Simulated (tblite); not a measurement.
Geometry relaxation, with input and output: C7H7N2

C7H7N2, multiplicity 2, computed with GFN2-xTB geometry optimisation, gas phase (tblite 0.8.0).

It belongs to a series of runs on one base structure; here: H added to N.

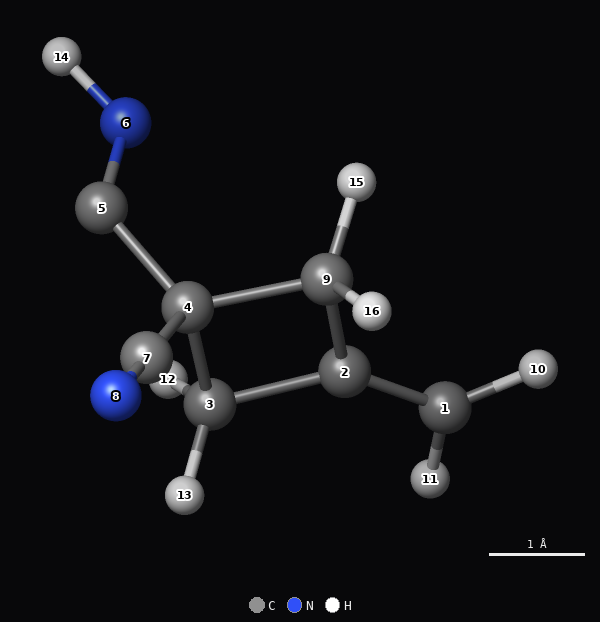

Figure 1. The structure as given in the input (ball-and-stick view, seen at a tilt; atoms are numbered from 1 in the order of the input).

### The input
```
{"job": {"kind": "relax", "xc": "GFN2-xTB", "basis": "xTB"}, "charge": 0, "multiplicity": 2}
C      2.501900     0.132900     0.071600
C      1.176100    -0.034600    -0.063200
C      0.143600     0.356300    -1.039700
C     -0.926300    -0.271500    -0.199100
C     -1.893600     0.731000     0.283700
N     -1.701100     1.590700     1.167000
C     -1.609700    -1.383200    -0.823800
N     -2.139500    -2.262000    -1.293900
C      0.143500    -0.732900     0.758200
H      3.070700    -0.254800     0.903800
H      3.013600     0.701300    -0.700200
H      0.104700     1.471700    -1.053200
H      0.150600    -0.131000    -2.004000
H     -2.404400     2.278100     1.457200
H      0.093300    -0.363400     1.803500
H      0.268800    -1.819600     0.720500
```

The first line tells a small driver script what to run in tblite; the rest is the geometry in Å.

Run on 1 CPU thread, shared host.

Command:
```bash
OMP_NUM_THREADS=1 python <driver script> task.json out
```

### The program's output
```
step      E/eV     max force
  0    -658.54221    2.319
  1    -658.59523    5.448
  2    -658.72495    2.568
  3    -658.76611    1.650
  4    -658.80473    0.531
  5    -658.82826    0.711
  6    -658.85496    0.842
  7    -658.86728    0.391
  8    -658.87205    0.233
  9    -658.87486    0.163
 10    -658.87627    0.126
 11    -658.87763    0.100
 12    -658.87841    0.078
 13    -658.87909    0.072
 14    -658.87980    0.081
 15    -658.88065    0.115
 16    -658.88153    0.117
 17    -658.88245    0.091
 18    -658.88343    0.083
 19    -658.88449    0.086
 20    -658.88555    0.078
 21    -658.88661    0.079
 22    -658.88781    0.107
 23    -658.88910    0.107
 24    -658.89014    0.073
 25    -658.89082    0.059
 26    -658.89136    0.063
 27    -658.89206    0.073
 28    -658.89300    0.125
 29    -658.89352    0.296
 30    -658.89516    0.096
 31    -658.89662    0.141
 32    -658.89868    0.103
 33    -658.89980    0.091
 34    -658.90070    0.084
 35    -658.90130    0.089
 36    -658.90175    0.053
 37    -658.90205    0.082
 38    -658.90236    0.062
 39    -658.90261    0.056
 40    -658.90293    0.046
 41    -658.90333    0.046
 42    -658.90377    0.055
 43    -658.90413    0.047
 44    -658.90443    0.128
 45    -658.90480    0.062
 46    -658.90524    0.069
 47    -658.90581    0.061
 48    -658.90605    0.057
 49    -658.90638    0.042
 50    -658.90662    0.034
 51    -658.90690    0.032
 52    -658.90716    0.039
 53    -658.90742    0.043
 54    -658.90760    0.078
 55    -658.90781    0.081
 56    -658.90801    0.087
 57    -658.90832    0.071
 58    -658.90851    0.059
 59    -658.90878    0.047
 60    -658.90897    0.030
 61    -658.90912    0.034
 62    -658.90925    0.025
 63    -658.90938    0.066
 64    -658.90950    0.029
 65    -658.90961    0.059
 66    -658.90976    0.083
 67    -658.90991    0.085
 68    -658.91010    0.077
 69    -658.91033    0.061
 70    -658.91056    0.042
 71    -658.91078    0.033
 72    -658.91090    0.099
 73    -658.91081    0.173
 74    -658.91115    0.029
 75    -658.91126    0.025
 76    -658.91143    0.057
 77    -658.91150    0.037
 78    -658.91156    0.022
 79    -658.91162    0.021
 80    -658.91169    0.021
 81    -658.91175    0.034
 82    -658.91178    0.041
 83    -658.91184    0.017
 84    -658.91191    0.029
 85    -658.91199    0.031
 86    -658.91210    0.027
 87    -658.91224    0.028
 88    -658.91235    0.026
 89    -658.91243    0.022
 90    -658.91250    0.020
 91    -658.91256    0.019
 92    -658.91261    0.040
 93    -658.91264    0.040
 94    -658.91267    0.013
 95    -658.91269    0.015
 96    -658.91272    0.026
 97    -658.91276    0.032
 98    -658.91282    0.024
 99    -658.91288    0.013
100    -658.91295    0.019
101    -658.91301    0.031
102    -658.91306    0.050
103    -658.91309    0.018
104    -658.91311    0.088
105    -658.91315    0.056
106    -658.91320    0.063
107    -658.91323    0.053
108    -658.91326    0.017
109    -658.91329    0.027
110    -658.91330    0.033
111    -658.91333    0.041
112    -658.91338    0.033
113    -658.91343    0.023
114    -658.91347    0.018
115    -658.91350    0.018
116    -658.91355    0.019
117    -658.91360    0.020
118    -658.91365    0.021
119    -658.91367    0.022
120    -658.91369    0.023
121    -658.91372    0.027
122    -658.91377    0.032
123    -658.91383    0.035
124    -658.91388    0.034
125    -658.91392    0.031
126    -658.91398    0.026
127    -658.91405    0.023
128    -658.91417    0.020
129    -658.91427    0.020
130    -658.91432    0.052
131    -658.91435    0.027
132    -658.91438    0.013
133    -658.91442    0.024
134    -658.91446    0.036
135    -658.91451    0.025
136    -658.91455    0.027
137    -658.91456    0.037
138    -658.91457    0.008
```

### Trajectory as extended XYZ (Å, eV, eV/Å), 7 of the 139 frames kept, from step=0 to step=138
```
16
Properties=species:S:1:pos:R:3:forces:R:3 step=0 energy=-658.54221
C     2.5019    0.1329    0.0716   -1.4920   0.1430  -0.6350
C     1.1761   -0.0346   -0.0632    2.0960  -0.6320   0.7070
C     0.1436    0.3563   -1.0397    0.5660   1.8500  -1.2780
C    -0.9263   -0.2715   -0.1991   -1.7950   0.0510   0.4980
C    -1.8936    0.7310    0.2837   -0.2400   0.7550   0.7620
N    -1.7011    1.5907    1.1670   -0.2690  -0.3440  -0.3120
C    -1.6097   -1.3832   -0.8238    0.7300   1.6090   0.8140
N    -2.1395   -2.2620   -1.2939   -0.8660  -1.5310  -0.8380
C     0.1435   -0.7329    0.7582    1.1410  -0.7090   1.8280
H     3.0707   -0.2548    0.9038   -0.1970   0.1110  -0.1720
H     3.0136    0.7013   -0.7002    0.0880  -0.2100   0.3220
H     0.1047    1.4717   -1.0532   -0.2700  -0.6970  -0.6670
H     0.1506   -0.1310   -2.0040    0.4720   0.4210  -0.5490
H    -2.4044    2.2781    1.4572    0.2830  -0.4590  -0.3510
H     0.0933   -0.3634    1.8035   -0.2270  -0.3860  -0.5100
H     0.2688   -1.8196    0.7205   -0.0220   0.0260   0.3820
16
Properties=species:S:1:pos:R:3:forces:R:3 step=23 energy=-658.88910
C     2.4877    0.1286    0.0405    0.0270   0.0350   0.0160
C     1.1880   -0.0430   -0.0539   -0.0070  -0.0950  -0.0490
C     0.1689    0.3768   -1.0757   -0.0410   0.0050  -0.0120
C    -0.9408   -0.2615   -0.1800   -0.0170   0.0290  -0.0380
C    -1.8700    0.7794    0.2829    0.0470  -0.0010   0.0430
N    -1.7557    1.5026    1.2791   -0.0300  -0.0230  -0.0180
C    -1.6443   -1.3458   -0.8151    0.0550  -0.0040  -0.0290
N    -2.1610   -2.2255   -1.3317   -0.0120   0.0200   0.0310
C     0.1772   -0.7418    0.8083   -0.0690   0.0090   0.0010
H     3.0523   -0.2799    0.8587    0.0160   0.0000   0.0720
H     3.0372    0.6927   -0.6909    0.0360   0.0020  -0.0790
H     0.0559    1.4518   -1.2145    0.0240  -0.0020  -0.0130
H     0.2766   -0.1005   -2.0504    0.0010   0.0070   0.0140
H    -2.4262    2.2377    1.4625   -0.0270  -0.0070   0.0320
H     0.0629   -0.3366    1.8113    0.0010  -0.0020   0.0240
H     0.2837   -1.8259    0.8575   -0.0030   0.0260   0.0050
16
Properties=species:S:1:pos:R:3:forces:R:3 step=46 energy=-658.90524
C     2.5239    0.1008    0.0254    0.0130  -0.0090  -0.0010
C     1.2220   -0.0566   -0.0804    0.0040   0.0040  -0.0280
C     0.2234    0.3505   -1.1311    0.0040   0.0140   0.0190
C    -0.9119   -0.1916   -0.2102    0.0060   0.0160  -0.0120
C    -1.8301    0.8647    0.2460   -0.0170   0.0330   0.0580
N    -1.9236    1.3336    1.3859   -0.0070  -0.0350  -0.0350
C    -1.6555   -1.2687   -0.8071    0.0050  -0.0060   0.0130
N    -2.2115   -2.1423   -1.2918   -0.0120  -0.0080   0.0090
C     0.1769   -0.6685    0.8097    0.0430   0.0010  -0.0210
H     3.0680   -0.2644    0.8802   -0.0090   0.0140  -0.0140
H     3.0961    0.5993   -0.7399   -0.0140  -0.0270   0.0190
H     0.1602    1.4204   -1.3296    0.0170  -0.0060  -0.0010
H     0.3183   -0.1831   -2.0786   -0.0190   0.0250   0.0420
H    -2.5762    2.0754    1.6024   -0.0100   0.0030  -0.0370
H     0.0735   -0.2095    1.7916   -0.0100  -0.0140  -0.0100
H     0.2388   -1.7511    0.9162    0.0060  -0.0050   0.0000
16
Properties=species:S:1:pos:R:3:forces:R:3 step=69 energy=-658.91033
C     2.5608    0.0598    0.0003    0.0020  -0.0040  -0.0030
C     1.2540   -0.0581   -0.0975    0.0090   0.0070   0.0120
C     0.2534    0.3673   -1.1385    0.0160  -0.0110  -0.0020
C    -0.8837   -0.1456   -0.2067   -0.0090   0.0200  -0.0090
C    -1.8037    0.9142    0.2368   -0.0250   0.0110   0.0540
N    -2.0887    1.2433    1.3928    0.0090  -0.0150  -0.0220
C    -1.6609   -1.2215   -0.7638    0.0110  -0.0050   0.0220
N    -2.2543   -2.0992   -1.1944    0.0100   0.0160  -0.0110
C     0.2044   -0.6372    0.8086   -0.0150   0.0030  -0.0100
H     3.0958   -0.3069    0.8595   -0.0020  -0.0150   0.0000
H     3.1481    0.5253   -0.7725   -0.0080   0.0110  -0.0130
H     0.2137    1.4382   -1.3394    0.0070  -0.0150   0.0120
H     0.3277   -0.1684   -2.0847   -0.0060  -0.0010  -0.0110
H    -2.7359    1.9983    1.5808    0.0020  -0.0050  -0.0170
H     0.1220   -0.1790    1.7929   -0.0130   0.0010  -0.0180
H     0.2397   -1.7215    0.9142    0.0120   0.0050   0.0170
16
Properties=species:S:1:pos:R:3:forces:R:3 step=92 energy=-658.91261
C     2.5948   -0.0036   -0.0428   -0.0080   0.0030  -0.0010
C     1.2821   -0.0651   -0.1066   -0.0030  -0.0030   0.0080
C     0.2781    0.3808   -1.1356    0.0140   0.0040  -0.0030
C    -0.8592   -0.1002   -0.1890    0.0030   0.0030  -0.0050
C    -1.7865    0.9548    0.2544   -0.0220   0.0000   0.0330
N    -2.2565    1.1362    1.3820    0.0160  -0.0010  -0.0320
C    -1.6467   -1.1745   -0.7331    0.0060  -0.0090   0.0000
N    -2.2524   -2.0405   -1.1707    0.0040   0.0020   0.0090
C     0.2268   -0.5828    0.8304   -0.0090   0.0020   0.0000
H     3.1364   -0.3807    0.8082   -0.0030   0.0010  -0.0140
H     3.1769    0.4280   -0.8395    0.0050  -0.0120   0.0050
H     0.2644    1.4523   -1.3336   -0.0040   0.0070   0.0040
H     0.3260   -0.1542   -2.0841    0.0060   0.0000  -0.0040
H    -2.8948    1.8995    1.5656   -0.0010   0.0000   0.0050
H     0.1674   -0.0800    1.7944   -0.0060   0.0020  -0.0020
H     0.2356   -1.6610    0.9888    0.0030   0.0010  -0.0040
16
Properties=species:S:1:pos:R:3:forces:R:3 step=115 energy=-658.91350
C     2.6011   -0.0452   -0.0646    0.0020  -0.0150  -0.0020
C     1.2864   -0.0598   -0.1092   -0.0010  -0.0040  -0.0050
C     0.2837    0.4077   -1.1296   -0.0040  -0.0010   0.0000
C    -0.8542   -0.0817   -0.1883   -0.0010   0.0050  -0.0020
C    -1.7977    0.9610    0.2530   -0.0130  -0.0130  -0.0020
N    -2.3056    1.1038    1.3691    0.0040   0.0080   0.0060
C    -1.6214   -1.1742   -0.7240   -0.0070  -0.0010  -0.0150
N    -2.2123   -2.0570   -1.1484    0.0040   0.0070   0.0040
C     0.2287   -0.5508    0.8394    0.0010   0.0040  -0.0010
H     3.1384   -0.4429    0.7792    0.0120   0.0040   0.0030
H     3.1895    0.3591   -0.8706   -0.0030   0.0020   0.0040
H     0.2740    1.4837   -1.3039   -0.0030  -0.0020   0.0060
H     0.3290   -0.1062   -2.0898    0.0020  -0.0010   0.0020
H    -2.9487    1.8606    1.5612   -0.0050   0.0020  -0.0030
H     0.1711   -0.0243    1.7907    0.0060   0.0030   0.0030
H     0.2304   -1.6248    1.0243    0.0060   0.0020  -0.0010
16
Properties=species:S:1:pos:R:3:forces:R:3 step=138 energy=-658.91457
C     2.5905   -0.0701   -0.0736   -0.0010   0.0010   0.0010
C     1.2752   -0.0563   -0.1021   -0.0020  -0.0040  -0.0020
C     0.2694    0.4322   -1.1101    0.0010   0.0000   0.0000
C    -0.8656   -0.0962   -0.1859   -0.0010   0.0010  -0.0010
C    -1.8476    0.9159    0.2356   -0.0020   0.0040   0.0070
N    -2.2519    1.1577    1.3771    0.0010  -0.0020  -0.0040
C    -1.5863   -1.2078   -0.7482    0.0010  -0.0020  -0.0010
N    -2.1383   -2.1045   -1.1942    0.0020  -0.0020   0.0010
C     0.2202   -0.5450    0.8502    0.0010  -0.0010   0.0000
H     3.1304   -0.4840    0.7610   -0.0010  -0.0010  -0.0030
H     3.1786    0.3302   -0.8818   -0.0070   0.0040  -0.0010
H     0.2475    1.5138   -1.2439    0.0040   0.0010   0.0010
H     0.3196   -0.0453   -2.0886    0.0050   0.0000   0.0010
H    -2.9371    1.8824    1.5475   -0.0010   0.0040   0.0000
H     0.1539    0.0008    1.7900    0.0030   0.0010   0.0010
H     0.2340   -1.6149    1.0557   -0.0030  -0.0020   0.0000
```

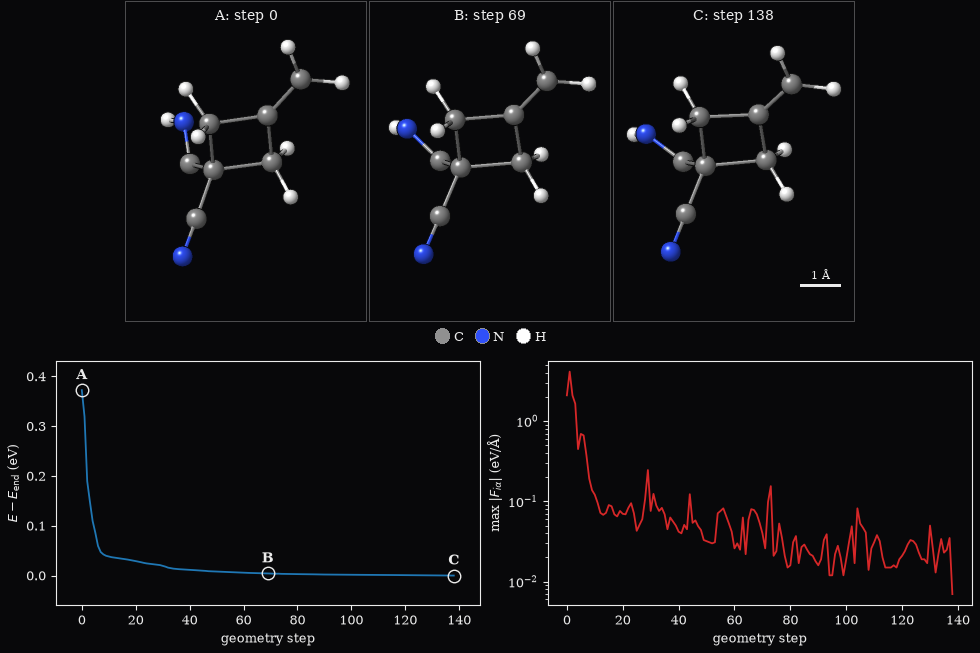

Figure 2. Frames of the relaxation (ball-and-stick view, seen at a tilt) above the curves, on which the letters mark them (steps are counted from 0).

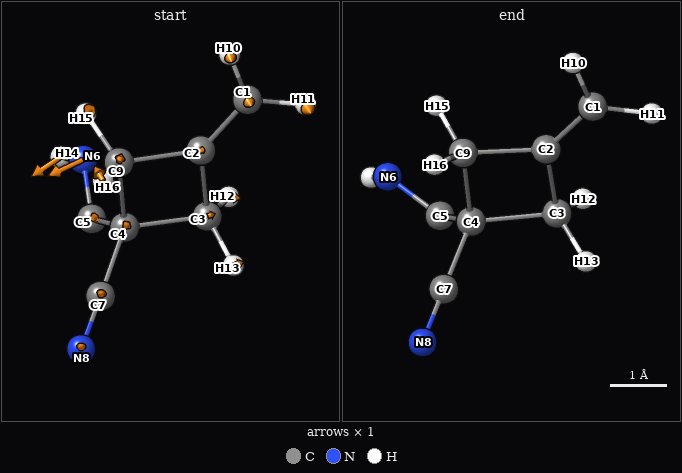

Figure 3. Before (left) and after (right) the relaxation, at one scale (ball-and-stick view, seen at a tilt). The orange arrows give the displacements, at true length. N6 moves most after the best rigid fit: 0.73 Å. By element the largest moves are N 0.73 Å, H 0.67 Å, C 0.26 Å. Distances before and after: C4–C9 1.508 → 1.566 Å, C3–C4 1.498 → 1.556 Å, C2–C3 1.474 → 1.505 Å, C1–C2 1.343 → 1.316 Å. Among the angles that change: C2–C3–H12 107.3° → 114.7°, H12–C3–H13 116.1° → 109.0°, C4–C3–H13 108.4° → 114.7°. Over 138 geometry steps the energy falls by 0.372 eV. The largest force component goes from 2.1 to 0.007 eV/Å. (Atoms are counted from 1 in the order of the input.)

### Results in brief

```csv
quantity,value
outcome,converged
total energy,−658.9146 eV
wall time,0.71 s
peak memory,0.18 GiB
```
